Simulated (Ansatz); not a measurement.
**A hypothetical structure for Na4SrIn**

This structure for Na4SrIn is made up. Its elements were placed in a known structure type with a cell scaled to their sizes. What cell does the guess relax to, and how far off was it?

Calculated with Ansatz 0.2.0; DFT, r2SCAN, plane-wave PAW, files of the set soft_1, scalar-relativistic, no spin, cell and ions relaxed at zero pressure; PAW set soft_1, in the first sound run; inputs show where later runs differ.

## (1) The structure

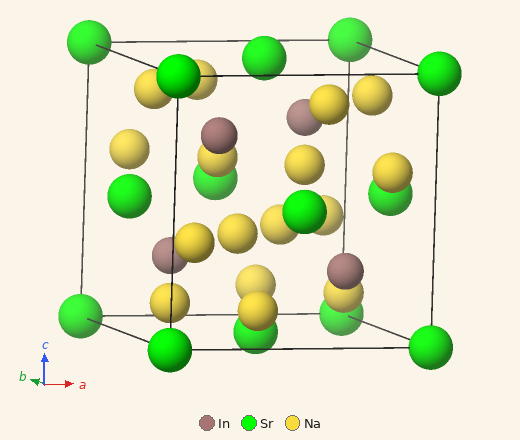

Start, viewed slightly off an axis; indium brown, strontium green, sodium yellow. This picture shows the conventional cell, with its axes. Some periodic images of atoms are drawn too.

Structure file:

```cif
data_structure
_symmetry_space_group_name_H-M 'F-43m'
_symmetry_Int_Tables_number 216
_cell_length_a 9.0480
_cell_length_b 9.0480
_cell_length_c 9.0480
_cell_angle_alpha 90.000
_cell_angle_beta 90.000
_cell_angle_gamma 90.000
_cell_volume 740.73
loop_
_atom_site_label
_atom_site_type_symbol
_atom_site_symmetry_multiplicity
_atom_site_Wyckoff_symbol
_atom_site_fract_x
_atom_site_fract_y
_atom_site_fract_z
_atom_site_occupancy
In1 In 4 d 0.25000 0.25000 0.75000 1
Sr1 Sr 4 a 0.00000 0.00000 0.00000 1
Na1 Na 16 e 0.87560 0.37560 0.87560 1
```

## (2) Relaxing cell and atoms

The guessed cell has no reason to be at equilibrium. It is relaxed with the atoms, within the space group of the guess.

The input, input.yaml:

```yaml
crystal:
  lattice:
    - [0.0, 4.524, 4.524]
    - [4.524, 0.0, 4.524]
    - [4.524, 4.524, 0.0]
  atoms:
    - { symbol: In, position: [0.25, 0.25, 0.25] }
    - { symbol: Sr, position: [0.0, 0.0, 0.0] }
    - { symbol: Na, position: [0.6244, 0.6244, 0.1268] }
    - { symbol: Na, position: [0.6244, 0.1268, 0.6244] }
    - { symbol: Na, position: [0.6244, 0.6244, 0.6244] }
    - { symbol: Na, position: [0.1268, 0.6244, 0.6244] }
kpoints:
  mp_grid: { grid: [5, 5, 5] }
scf:
  occupations: { method: fermi_dirac, width: 0.05 }
hamiltonian:
  xc: r2scan
  pseudopotentials: { kind: paw, azcp: { folder: soft_1 } }
relax:
  f_tol: 0.015
  max_steps: 70
  cell: {}
output:
  forces: true
  stress: true
```

Run with:

```sh
$ ansatz run input.yaml --threads 4 --pin off --max-ram 10240MiB --backend cpu --events-out ev --progress --plain --runs-dir out
```

Numbers of over 12 decimals in the logs are rounded to 6 here.

Output:

```text
Engine: ansatz 0.2.0, aarch64-unknown-linux-gnu
Pseudopotentials: kind: paw
Pseudopotential: In, paw, valence charge 13, recommended cutoff 500 eV (meta_gga), soft_1/In.paw.azcp
Pseudopotential: Sr, paw, valence charge 10, recommended cutoff 500 eV (meta_gga), soft_1/Sr.paw.azcp
Pseudopotential: Na, paw, valence charge 9, recommended cutoff 500 eV (meta_gga), soft_1/Na.paw.azcp
Functional definition: r2SCAN
  parameter k0 = 0.174
  parameter k1 = 0.065
  parameter a1 = 4.9479
  exchange = r2scan_x(k0 = k0, k1 = k1, a1 = a1)
  correlation = r2scan_c
Crystal: 6 atoms, lattice volume = 185.182 Å³
Basis set: ecut = 500 eV, 4693 PW (Γ), exchange–correlation on 192×192×192 points (64 copies of the dense FFT grid, shifted against one another)
Bands: 36, of which v1, the nominal top of the filled ones, is band 30 counted from 1 (29 counted from 0)
Symmetry: 24 space group operations
Space group: F-43m (ITA 216), of the structure as read, at distance tolerance 5.7e-5 Å
k-points: 10 of 125 (time reversal used)
Non-local potential: In, projectors of the file, l = 0: 2, l = 1: 2, l = 2: 2, l = 3: 1
Non-local potential: Sr, projectors of the file, l = 0: 3, l = 1: 2, l = 2: 2
Non-local potential: Na, projectors of the file, l = 0: 3, l = 1: 2, l = 2: 1
PAW form: soft (Blöchl's): semilocal exchange-correlation on the pseudo side does not see the compensation charge
PAW frozen core: In, regenerated for the run's functional (the file was generated under x = pbe(κ = 0.804, μ = 0.219515), c = pbe(β = 0.066725))
PAW frozen core: Sr, regenerated for the run's functional (the file was generated under x = pbe(κ = 0.804, μ = 0.219515), c = pbe(β = 0.066725))
PAW frozen core: Na, regenerated for the run's functional (the file was generated under x = pbe(κ = 0.804, μ = 0.219515), c = pbe(β = 0.066725))
PAW one-centre angular grid: In, 590 points (default); XC on 160 Gauss nodes
PAW one-centre angular grid: Sr, 302 points (default); XC on 160 Gauss nodes
PAW one-centre angular grid: Na, 302 points (default); XC on 317 of its mesh's 2451 points in the sphere
Initial density: superposition of atomic densities (chi_scale 0.1, normalization cell, long waves kept (reshape's long-wave potential 0.00 eV rms))
Initial wavefunctions: pseudopotential atomic-orbital guess
Functional: x = r2scan, c = r2scan; τ floored in thin density (d = 2e-4 eV/Å³)
SCF iter   1: F=—  HF=-15122.412370 eV  |F-HF|=—  |Δ(HF+E_count)|=         —  Δρ=3.00e-2  dr2=3.31e0  dr2_τ=1.11e-2  ethr=3.10e-3  ⟨swp⟩=9.2  Hψ=1761  notcnv=0
preconditioner: auto → Kerker (q_TF=auto, 2.255 Å⁻¹)  [metal: Δε(μ)=0.049 eV  Ē_g=8.646 eV  σ=0.050 eV  W_gap=0.24  n_scr=26 (ndim 8)  ℏωp=11.9 eV  f_vac=0.000  D(μ)=3.52/eV (n_scr^D=14)]
SCF iter   2: F=—  HF=-15121.740024 eV  |F-HF|=—  |Δ(HF+E_count)|=   6.72e-1  Δρ=1.44e-2  dr2=9.70e-1  dr2_τ=7.83e-3  ethr=3.10e-3  ⟨swp⟩=2.8  Hψ=613  notcnv=0  defer=6
SCF iter   3: F=—  HF=-15121.556302 eV  |F-HF|=—  |Δ(HF+E_count)|=   1.84e-1  Δρ=4.46e-3  dr2=8.35e-2  dr2_τ=9.28e-4  ethr=1.64e-3  ⟨swp⟩=2.9  Hψ=550  notcnv=0  defer=6
SCF iter   4: F=—  HF=-15121.554813 eV  |F-HF|=—  |Δ(HF+E_count)|=   1.49e-3  Δρ=1.20e-3  dr2=6.60e-3  dr2_τ=6.92e-5  ethr=1.42e-4  ⟨swp⟩=3.0  Hψ=591  notcnv=0  defer=7
SCF iter   5: F=—  HF=-15121.555963 eV  |F-HF|=—  |Δ(HF+E_count)|=   1.15e-3  Δρ=4.98e-4  dr2=1.14e-3  dr2_τ=8.60e-6  ethr=1.12e-5  ⟨swp⟩=2.5  Hψ=451  notcnv=0  defer=7
SCF iter   6: F=—  HF=-15121.555910 eV  |F-HF|=—  |Δ(HF+E_count)|=   5.35e-5  Δρ=1.56e-4  dr2=7.02e-5  dr2_τ=1.81e-6  ethr=1.94e-6  ⟨swp⟩=3.0  Hψ=680  notcnv=0  defer=7
SCF iter   7: F=—  HF=-15121.555839 eV  |F-HF|=—  |Δ(HF+E_count)|=   7.09e-5  Δρ=3.60e-5  dr2=9.00e-6  dr2_τ=8.95e-8  ethr=1.19e-7  ⟨swp⟩=2.7  Hψ=648  notcnv=0  defer=6
SCF iter   8: F=—  HF=-15121.555840 eV  |F-HF|=—  |Δ(HF+E_count)|=   6.69e-7  Δρ=1.54e-5  dr2=1.78e-6  dr2_τ=7.47e-9  ethr=1.53e-8  ⟨swp⟩=2.0  Hψ=400  notcnv=0  defer=6
SCF iter   9: F=-15121.555840 eV  HF=-15121.555840 eV  |F-HF|=2.36e-8  |Δ(HF+E_count)|=   4.91e-8  Δρ=3.61e-6  dr2=2.88e-8  dr2_τ=1.59e-9  ethr=1.69e-10  ⟨swp⟩=3.9  Hψ=1532  notcnv=0
SCF 1 converged in 9 iterations: F = -15121.555840 eV  dr2 = 2.88e-8
  greatest PAW one-centre occupation: 1.002 electrons in one spin orbital (limit 2), on the Na atom at site 5 (counted from 0), in its partial waves of l = 0
relax step   1: F+E_penalty+E_count = -15121.55583974 eV  Δ(F+E_penalty+E_count) = +0.000e0 eV  max|allowed force component| = 5.570e-2 eV/Å  Δτ_max = 0.0000 Å  P = +0.808 GPa  Ω = 185.182 Å³  (9 SCF iters, dr2 threshold 1.00e-7 eV, accepted)
Crystal: 6 atoms, lattice volume = 189.152 Å³
Basis set: ecut = 500 eV, 4909 PW (Γ), exchange–correlation on 192×192×192 points (64 copies of the dense FFT grid, shifted against one another)
Initial density: handed on by an earlier stage of this run
Initial wavefunctions: those handed on with the density
iter 1 solved again at ethr=2.65e-6 eV; its pass at ethr=3.10e-3 eV (dr2=1.57e-3 eV) is discarded
SCF iter   1: F=—  HF=-15121.541771 eV  |F-HF|=—  |Δ(HF+E_count)|=         —  Δρ=6.34e-4  dr2=1.64e-3  dr2_τ=1.44e-2  ethr=2.65e-6  ⟨swp⟩=2.0  Hψ=1897  notcnv=0
automatic band count: iteration 1 solves 35 bands in place of 36: the levels show a gap, and the empty bands left out lie too high to hold charge; the band table lists the bands solved (type scf.n_extra_bands for more)
preconditioner: auto → Kerker (q_TF=auto, 2.247 Å⁻¹)  [metal: Δε(μ)=0.077 eV  Ē_g=3.749 eV  σ=0.050 eV  W_gap=0.36  n_scr=26 (ndim 8)  ℏωp=8.1 eV  f_vac=0.000  D(μ)=2.88/eV (n_scr^D=14)]
SCF iter   2: F=—  HF=-15121.574923 eV  |F-HF|=—  |Δ(HF+E_count)|=   3.32e-2  Δρ=5.90e-4  dr2=1.66e-3  dr2_τ=1.99e-5  ethr=2.65e-6  ⟨swp⟩=6.9  Hψ=1250  notcnv=0  defer=5
automatic band count: iteration 2 solves 36 bands in place of 35: the levels no longer show a gap clear of their residuals, so the SCF keeps every band
SCF iter   3: F=—  HF=-15121.574671 eV  |F-HF|=—  |Δ(HF+E_count)|=   2.52e-4  Δρ=2.87e-4  dr2=5.12e-4  dr2_τ=3.83e-6  ethr=2.65e-6  ⟨swp⟩=1.1  Hψ=441  notcnv=0  defer=4
SCF iter   4: F=—  HF=-15121.574525 eV  |F-HF|=—  |Δ(HF+E_count)|=   1.45e-4  Δρ=8.64e-5  dr2=2.88e-5  dr2_τ=1.17e-6  ethr=8.67e-7  ⟨swp⟩=2.0  Hψ=395  notcnv=0  defer=4
SCF iter   5: F=—  HF=-15121.574529 eV  |F-HF|=—  |Δ(HF+E_count)|=   3.43e-6  Δρ=5.96e-5  dr2=1.36e-5  dr2_τ=3.35e-7  ethr=4.89e-8  ⟨swp⟩=2.9  Hψ=682  notcnv=0  defer=4
SCF iter   6: F=—  HF=-15121.574526 eV  |F-HF|=—  |Δ(HF+E_count)|=   2.58e-6  Δρ=1.68e-5  dr2=8.07e-7  dr2_τ=1.65e-8  ethr=2.31e-8  ⟨swp⟩=3.0  Hψ=658  notcnv=0  defer=4
SCF iter   7: F=-15121.574526 eV  HF=-15121.574526 eV  |F-HF|=9.65e-8  |Δ(HF+E_count)|=  4.66e-10  Δρ=1.07e-5  dr2=3.00e-7  dr2_τ=7.41e-9  ethr=1.02e-9  ⟨swp⟩=5.0  Hψ=1076  notcnv=0
SCF 2 converged in 7 iterations: F = -15121.574526 eV  dr2 = 3.00e-7
relax step   2: F+E_penalty+E_count = -15121.57452606 eV  Δ(F+E_penalty+E_count) = -1.869e-2 eV  max|allowed force component| = 1.430e-2 eV/Å  Δτ_max = 0.0128 Å  P = +0.479 GPa  Ω = 189.152 Å³  energy of the carried Pulay correction = -2.632e-4 eV  (7 SCF iters, dr2 threshold 6.00e-7 eV, accepted)
Crystal: 6 atoms, lattice volume = 195.486 Å³
Basis set: ecut = 500 eV, 4957 PW (Γ), exchange–correlation on 192×192×192 points (64 copies of the dense FFT grid, shifted against one another)
iter 1 solved again at ethr=2.29e-6 eV; its pass at ethr=3.10e-3 eV (dr2=1.35e-3 eV) is discarded
SCF iter   1: F=—  HF=-15121.532394 eV  |F-HF|=—  |Δ(HF+E_count)|=         —  Δρ=5.99e-4  dr2=1.50e-3  dr2_τ=1.39e-2  ethr=2.29e-6  ⟨swp⟩=2.0  Hψ=1878  notcnv=0
preconditioner: auto → Kerker (q_TF=auto, 2.235 Å⁻¹)  [metal: Δε(μ)=0.147 eV  Ē_g=3.868 eV  σ=0.050 eV  W_gap=0.47  n_scr=26 (ndim 8)  ℏωp=8.0 eV  f_vac=0.000  D(μ)=3.12/eV (n_scr^D=14)]
SCF iter   2: F=—  HF=-15121.584416 eV  |F-HF|=—  |Δ(HF+E_count)|=   5.20e-2  Δρ=6.58e-4  dr2=1.94e-3  dr2_τ=1.92e-5  ethr=2.29e-6  ⟨swp⟩=2.9  Hψ=734  notcnv=0
preconditioner: auto → Resta (q_TF=auto, 2.235 Å⁻¹)  ε∞=5.2  [insulator: Δε(μ)=0.157 eV  Ē_g=3.880 eV  σ=0.050 eV  W_gap=0.52  n_scr=26 (ndim 8)  ℏωp=8.0 eV  f_vac=0.000  D(μ)=3.20/eV (n_scr^D=14)  ε∞_Penn≈5.2]
SCF iter   3: F=—  HF=-15121.584137 eV  |F-HF|=—  |Δ(HF+E_count)|=   2.79e-4  Δρ=3.04e-4  dr2=2.48e-4  dr2_τ=5.97e-6  ethr=2.29e-6  ⟨swp⟩=2.1  Hψ=457  notcnv=0
SCF iter   4: F=—  HF=-15121.584138 eV  |F-HF|=—  |Δ(HF+E_count)|=   1.51e-6  Δρ=8.99e-5  dr2=3.02e-5  dr2_τ=3.72e-7  ethr=4.20e-7  ⟨swp⟩=2.4  Hψ=515  notcnv=0
SCF iter   5: F=—  HF=-15121.584154 eV  |F-HF|=—  |Δ(HF+E_count)|=   1.59e-5  Δρ=7.60e-5  dr2=2.06e-5  dr2_τ=1.69e-7  ethr=5.11e-8  ⟨swp⟩=2.0  Hψ=609  notcnv=0
SCF iter   6: F=—  HF=-15121.584149 eV  |F-HF|=—  |Δ(HF+E_count)|=   5.13e-6  Δρ=3.95e-5  dr2=4.99e-6  dr2_τ=6.79e-8  ethr=3.49e-8  ⟨swp⟩=2.0  Hψ=400  notcnv=0
SCF iter   7: F=—  HF=-15121.584149 eV  |F-HF|=—  |Δ(HF+E_count)|=   6.28e-7  Δρ=1.72e-5  dr2=6.83e-7  dr2_τ=9.66e-9  ethr=8.47e-9  ⟨swp⟩=2.0  Hψ=399  notcnv=0
SCF iter   8: F=-15121.584148 eV  HF=-15121.584149 eV  |F-HF|=8.08e-8  |Δ(HF+E_count)|=   2.65e-8  Δρ=7.70e-6  dr2=1.72e-7  dr2_τ=2.90e-9  ethr=9.71e-10  ⟨swp⟩=5.0  Hψ=1096  notcnv=0
SCF 3 converged in 8 iterations: F = -15121.584148 eV  dr2 = 1.72e-7
relax step   3: F+E_penalty+E_count = -15121.58414844 eV  Δ(F+E_penalty+E_count) = -9.622e-3 eV  max|allowed force component| = 3.989e-3 eV/Å  Δτ_max = 0.0028 Å  P = +0.033 GPa  Ω = 195.486 Å³  energy of the carried Pulay correction = -6.719e-4 eV  (8 SCF iters, dr2 threshold 5.73e-7 eV, accepted)
Initial wavefunctions: pseudopotential atomic-orbital guess (no wavefunctions were taken with the density)
iter 1 solved again at ethr=6.53e-7 eV; its pass at ethr=3.10e-3 eV (dr2=3.85e-4 eV) is discarded
SCF iter   1: F=—  HF=-15121.581370 eV  |F-HF|=—  |Δ(HF+E_count)|=         —  Δρ=3.46e-4  dr2=6.34e-6  dr2_τ=2.48e-6  ethr=6.53e-7  ⟨swp⟩=4.1  Hψ=2709  notcnv=0
preconditioner: auto → Resta (q_TF=auto, 2.235 Å⁻¹)  ε∞=5.2  [insulator: Δε(μ)=0.153 eV  Ē_g=3.873 eV  σ=0.050 eV  W_gap=0.50  n_scr=26 (ndim 8)  ℏωp=8.0 eV  f_vac=0.000  D(μ)=3.17/eV (n_scr^D=14)  ε∞_Penn≈5.2]
SCF iter   2: F=—  HF=-15121.584175 eV  |F-HF|=—  |Δ(HF+E_count)|=   2.81e-3  Δρ=1.75e-4  dr2=1.86e-6  dr2_τ=2.12e-5  ethr=1.08e-8  ⟨swp⟩=2.0  Hψ=660  notcnv=0
SCF iter   3: F=—  HF=-15121.584988 eV  |F-HF|=—  |Δ(HF+E_count)|=   8.13e-4  Δρ=2.33e-5  dr2=4.03e-7  dr2_τ=3.26e-7  ethr=3.14e-9  ⟨swp⟩=2.1  Hψ=661  notcnv=0
SCF iter   4: F=—  HF=-15121.584999 eV  |F-HF|=—  |Δ(HF+E_count)|=   1.10e-5  Δρ=1.14e-5  dr2=1.74e-7  dr2_τ=7.16e-8  ethr=6.83e-10  ⟨swp⟩=2.0  Hψ=606  notcnv=0
SCF iter   5: F=—  HF=-15121.585002 eV  |F-HF|=—  |Δ(HF+E_count)|=   3.17e-6  Δρ=1.78e-6  dr2=1.38e-8  dr2_τ=6.76e-10  ethr=2.94e-10  ⟨swp⟩=2.0  Hψ=610  notcnv=0
SCF iter   6: F=—  HF=-15121.585002 eV  |F-HF|=—  |Δ(HF+E_count)|=   2.56e-8  Δρ=5.12e-7  dr2=1.50e-9  dr2_τ=3.12e-11  ethr=2.33e-11  ⟨swp⟩=3.0  Hψ=676  notcnv=0
SCF iter   7: F=—  HF=-15121.585002 eV  |F-HF|=—  |Δ(HF+E_count)|=  2.60e-10  Δρ=2.40e-7  dr2=2.70e-10  dr2_τ=4.21e-12  ethr=2.54e-12  ⟨swp⟩=2.0  Hψ=456  notcnv=0
SCF iter   8: F=-15121.585002 eV  HF=-15121.585002 eV  |F-HF|=1.82e-12  |Δ(HF+E_count)|=  3.46e-11  Δρ=8.95e-8  dr2=5.02e-11  dr2_τ=5.55e-13  ethr=1.00e-12  ⟨swp⟩=5.1  Hψ=1338  notcnv=0
SCF 4 converged in 8 iterations: F = -15121.585002 eV  dr2 = 5.02e-11
  greatest PAW one-centre occupation: 1.002 electrons in one spin orbital (limit 2), on the Na atom at site 4 (counted from 0), in its partial waves of l = 0
relax step   4: F+E_penalty+E_count = -15121.58500178 eV  Δ(F+E_penalty+E_count) = -8.533e-4 eV  max|allowed force component| = 4.010e-3 eV/Å  Δτ_max = 0.0000 Å  P = +0.039 GPa  Ω = 195.486 Å³  stress off target by 3.88e-2 GPa  SCF on the basis re-selected at this cell (its energy is not comparable with the rows above)  (8 SCF iters)
basis re-selected at this cell: Δ(F+E_penalty+E_count) = -8.533e-4 eV, ΔP = +0.006 GPa vs the last step (what re-selecting the basis moved, of the pressure what is left beyond the Pulay correction that the steps carried, after the strain that the cell walked since its last selection, with what the two solves' SCF thresholds leave and, on support functions, any second-order correction that the steps lacked; it is no m [...]
SCF converged after 8 iterations
Free energy (F): -15121.585002 eV
Harris-Foulkes:  -15121.585002 eV  (|F-HF|=1.82e-12)
Internal energy: -15121.559230 eV  (E = F + TS)
E sigma→0 (E₀):  -15121.572116 eV
Entropy (-TS):   -0.025772 eV (-4.295 meV/atom)
Fermi energy:    4.308434 eV
--- Per-component energies (eV) ---
  E_band       = -1161.388029
  E_kinetic    = 898.328453
  E_local      = -8117.825404  (includes V_loc(G=0)·N_el)
  E_nonlocal   = 1679.073252
  E_hartree    = 2795.495103
  E_xc         = -429.911971
  E_vxc        = -466.066551  (∫ρ·V_xc dr)
  E_paw        = -8139.314331  (= ΣΔE_a)
  E_vpaw       = -779.594822  (= ΣTr[D̂ρ^β])
  E_aug_tail   = -0.000263  (compensation charges beyond the density's cutoff)
  E_vtau       = 33.707035  (kinetic-family band-sum trace: ∫τ·v_τ [+ j·A + Jᵃ·Aᵃ] dr)
  E_ewald      = -3808.118513
  E_core_change = 0.714444  (= ΣΔE_core)
  E_smearing   = -0.025772  (= −TS)
  E_closure    = 0.000000  (closes the sum)
  Σ components = -15121.585002   (vs F -15121.585002, Δ=0.00e0)
--- Forces (eV/Å), atoms counted from 1 ---
  atom   1  In    -0.00000000     0.00000000     0.00000000
  atom   2  Sr     0.00000000    -0.00000000    -0.00000000
  atom   3  Na     0.00400980     0.00400980    -0.00400980
  atom   4  Na     0.00400980    -0.00400980     0.00400980
  atom   5  Na    -0.00400980    -0.00400980    -0.00400980
  atom   6  Na    -0.00400980     0.00400980     0.00400980
  max |Σ_I F_I| component: 1.04e-16 eV/Å
--- Stress (GPa, compression-positive) ---
        0.038794      -0.000000      -0.000000
       -0.000000       0.038794       0.000000
       -0.000000      -0.000000       0.038794
  P = ⅓ Tr σ = 0.0388 GPa (0.388 kbar)
--- Relaxed structure (3 steps of the walk, 3 accepted, 1 SCFs on fresh bases) ---
  F+E_penalty+E_count = -15121.58500178 eV   max|allowed force component| = 4.010e-3 eV/Å   (the final SCF, on the basis selected at the relaxed cell)
  cell:  # Å, volume = 195.4855 Å³
    - [0, 4.606399, 4.606399]
    - [4.606399, 0, 4.606399]
    - [4.606399, 4.606399, 0]
  atoms:
    - { symbol: In, position: [0.250000, 0.250000, 0.250000] }
    - { symbol: Sr, position: [0, 0, -1.2382208719072708e-19] }
    - { symbol: Na, position: [0.623406, 0.623406, 0.129782] }
    - { symbol: Na, position: [0.623406, 0.129782, 0.623406] }
    - { symbol: Na, position: [0.623406, 0.623406, 0.623406] }
    - { symbol: Na, position: [0.129782, 0.623406, 0.623406] }
```

Wall time 15 s (4 threads of Arm Neoverse V1, shared host); peak memory 0.93 GiB.

Relaxation path:

| step | energy less that of the first step (eV) | largest force component (eV/Å) | pressure (GPa) | volume (Å³) |
| --- | --- | --- | --- | --- |
| 1 | 0.0000 | 0.0557 | 0.81 | 185.18 |
| 2 | -0.0187 | 0.0143 | 0.48 | 189.15 |
| 3 | -0.0283 | 0.0040 | 0.03 | 195.49 |
| 4* | -0.0292 | 0.0040 | 0.04 | 195.49 |

Relaxation steps marked * repeat the geometry before them on a plane-wave basis chosen anew for their cell, so energy and pressure can jump there.

Forces are held to the 24 operations that the run works with; a distortion that breaks them can't arise in this run.

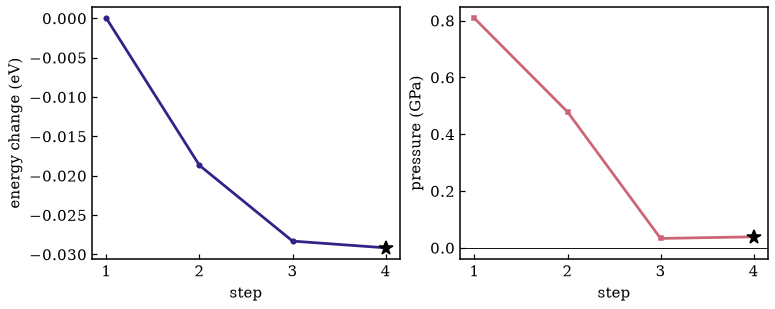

Energy and pressure along the relaxation. Stars mark steps on a basis chosen anew.

| conventional cell, symmetrised | before | after | change |
| --- | --- | --- | --- |
| a (Å) | 9.048 | 9.213 | +1.8 % |
| b (Å) | 9.048 | 9.213 | +1.8 % |
| c (Å) | 9.048 | 9.213 | +1.8 % |
| volume (Å³/atom) | 30.86 | 32.58 | +5.6 % |

The atoms that moved most (Å, as changes of fractional coordinates times the final cell):

| atom | dx | dy | dz | length |
| --- | --- | --- | --- | --- |
| Na5 | -0.009 | -0.009 | -0.009 | 0.016 |
| Na4 | 0.009 | -0.009 | 0.009 | 0.016 |
| Na6 | -0.009 | 0.009 | 0.009 | 0.016 |
| Na3 | 0.009 | 0.009 | -0.009 | 0.016 |

The relaxed structure:

```xyz
6
Lattice="0.0000 4.6064 4.6064 4.6064 0.0000 4.6064 4.6064 4.6064 0.0000" Properties=species:S:1:pos:R:3 pbc="T T T"
In    2.3032    2.3032    2.3032
Sr    0.0000    0.0000    0.0000
Na    3.4695    3.4695    5.7433
Na    3.4695    5.7433    3.4695
Na    5.7433    5.7433    5.7433
Na    5.7433    3.4695    3.4695
```

Numbers from this step:

| Item | Value |
| --- | --- |
| free energy | -15121.5850 eV |
| energy at zero smearing | -15121.5721 eV |
| smearing term TS | 0.02577 eV |
| Fermi energy | 4.308 eV |
| electrons | 59 |
| symmetry operations | 24 |
| pressure | 0.03879 GPa |

Shortest distances by pair of elements, guess and relaxed (not always the same contact):

| pair | guess (Å) | relaxed (Å) |
| --- | --- | --- |
| Na–Na | 3.184 | 3.216 |
| In–Na | 3.749 | 3.815 |
| Na–Sr | 3.753 | 3.824 |
| In–Sr | 3.918 | 3.989 |

The relaxation ends with a largest force component of 0.0040 eV/Å and a pressure of 0.04 GPa.

[end of part 1 of 2]

[Logs are printed without paths, hosts, clocks, repeated set-up lines and the standing remarks that a program may print on its own settings, such as how far it seeks lower states.]

[Hosts, paths, dates, database ids (printed as entryN), source tags and the programs' standing remarks are cut or masked in the printed files.]
